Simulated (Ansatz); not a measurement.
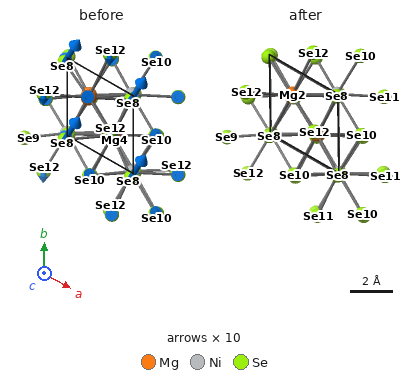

The structure of a crystal of Mg₂NiSe₃ (a generated structure, set up in P1) (coarse preliminary run) before (left) and after (right) a relaxation, at one scale. The blue arrows give the displacements (the part carried along by the change of the cell is left out), magnified 10 times.

The picture is a ball-and-stick view of the cell of the calculation, seen along the c axis.

These are results of Ansatz, DFT PBE, scalar-relativistic, plane waves, PAW, not measurements. (plane-wave cutoff 420 eV; k-point mesh 6 × 6 × 2; occupations gaussian; smearing width 0.2 eV; collinear spin; cell and atoms relaxed; force threshold 0.025 eV/Å; at most 60 steps)

Describe what moved and what it gained.

The run was cut off at its time limit before the relaxation converged, so the last structure is only a point on the way. After 1 geometry step the energy has fallen by 39.0 meV per atom. The largest force component goes from 1 to 0.48 eV/Å. Pressure: 3.30 GPa at the start and 0.87 GPa at the end. A Se atom moves most relative to the cell: 0.19 Å roughly along [2 3 1]. By element the largest moves are Se 0.19 Å, Mg 0.15 Å, Ni 0.07 Å. The volume changes by +2.2 %, with a 3.702 → 3.828 Å (+3.4 %), b 3.770 → 3.837 Å (+1.8 %), c 18.667 → 18.290 Å (−2.0 %), α 90.7° → 90.0°, β 89.0° → 89.5°, γ 119.8° → 120.6°. Among the contacts that change: Mg–Se 2.987 → 2.752 Å, Mg–Se 2.579 → 2.716 Å, Mg–Se 2.794 → 2.661 Å, Mg–Se 2.771 → 2.640 Å. Among the angles between lasting bonds that change: Se–Mg–Se 83.6° → 92.3°, Mg–Se–Mg 83.6° → 92.3°, Se–Mg–Se 81.2° → 89.4°. The space group stays P1 (No. 1). Cost: 9.2 min on 1 thread of Intel(R) Xeon(R) Platinum 8488C (Sapphire Rapids), with other jobs on the host, peak memory 1.6 GiB.
